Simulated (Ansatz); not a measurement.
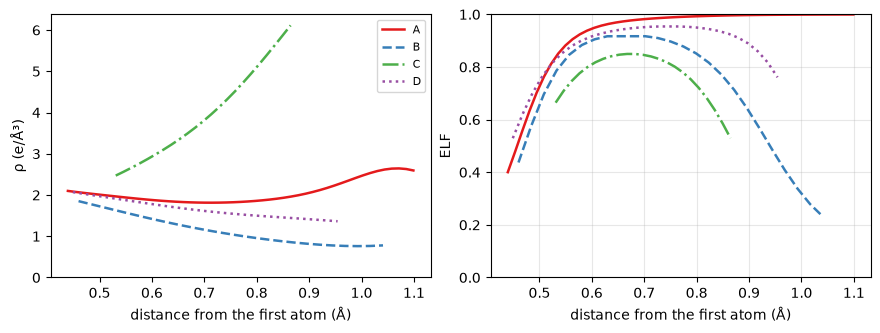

The picture shows: CH2BOZn (SMILES O=B[CH][ZnH]) (doublet). Electron density and electron localisation function along straight lines between neighbouring atoms. The curves leave out the atomic cores.

Geometry: PBE0-D3(BJ)/def2-SVP.

Theory: isolated molecule in a Gaussian basis; Kohn-Sham density functional theory, functional PBE0 (Ansatz 0.2.0).

```yaml
atoms:
  - { symbol: C, position_ang: [-1.4179, -2.5369, -1.5469] }
  - { symbol: B, position_ang: [-2.2871, -2.2793, -2.7382] }
  - { symbol: O, position_ang: [-3.0367, -2.0410, -3.6623] }
  - { symbol: Zn, position_ang: [-1.8892, -2.0163, 0.2579] }
  - { symbol: H, position_ang: [-0.4658, -3.0516, -1.7373] }
  - { symbol: H, position_ang: [-2.2476, -1.6103, 1.6961] }
```

Which curve belongs to which contact (B–O, C–B, C–H and C–Zn)? The first atom named is at distance zero.

Curve A: C–H (1.10 Å): ρ at the midpoint is about 1.9 e/Å³; the ELF climbs to about 1 towards the hydrogen, as it does in any bond to H (an ordinary covalent bond to hydrogen). Curve B: C–Zn (1.94 Å): ρ is about 0.77 e/Å³ halfway; the ELF peaks at about 0.90 in the valence shell of C, 0.7 Å from its nucleus, and is about 0.40 at the midpoint. Curve C: B–O (1.21 Å): ρ at the midpoint is about 3 e/Å³; the ELF peaks at about 0.85 between the atoms, as expected for a polar covalent bond. Curve D: C–B (1.50 Å): ρ is about 1.6 e/Å³ halfway; the ELF peaks at about 0.95 between the atoms (localised, covalent bonding).
